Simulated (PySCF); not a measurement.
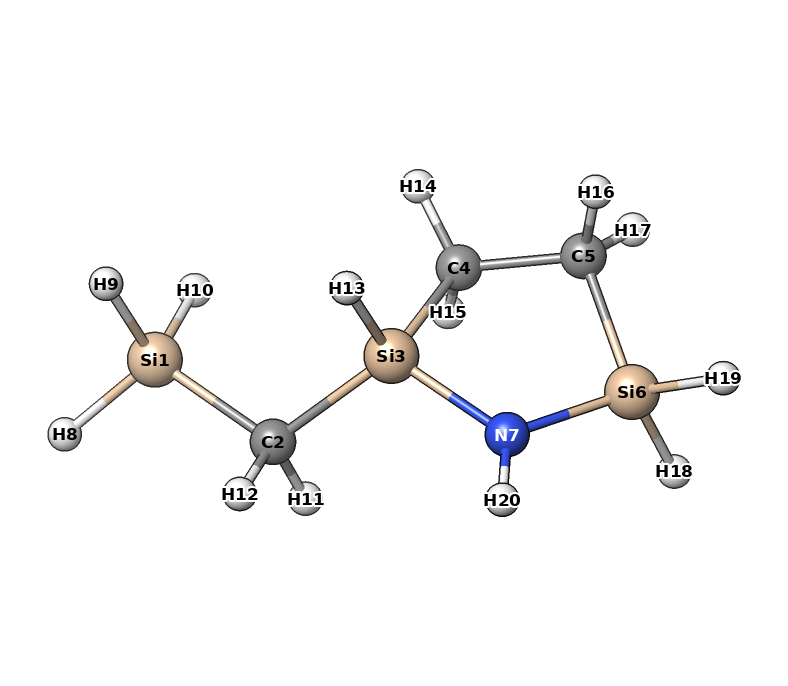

The computed structure is the end point of a PBE0-D3(BJ)/def2-SVP optimisation. No frequency run is at hand to confirm it as a minimum. Level of theory: delta-SCF UKS SCAN, pcX-2 on the ionised atom, pcseg-1 elsewhere, spin-free X2C (PySCF 2.14.0).

Give the core-electron binding energies (to vacuum; p and d levels without spin–orbit splitting) of Si1 1s, Si1 2p, C2 1s, Si3 1s, Si3 2p, C4 1s, C5 1s, Si6 1s, Si6 2p, N7 1s.

| atom | level | binding energy (eV) |
| --- | --- | --- |
| Si1 | 1s | 1846.3 |
| Si1 | 2p | 106.7 |
| C2 | 1s | 289.7 |
| Si3 | 1s | 1846.2 |
| Si3 | 2p | 106.5 |
| C4 | 1s | 290.0 |
| C5 | 1s | 290.0 |
| Si6 | 1s | 1846.4 |
| Si6 | 2p | 106.7 |
| N7 | 1s | 403.8 |
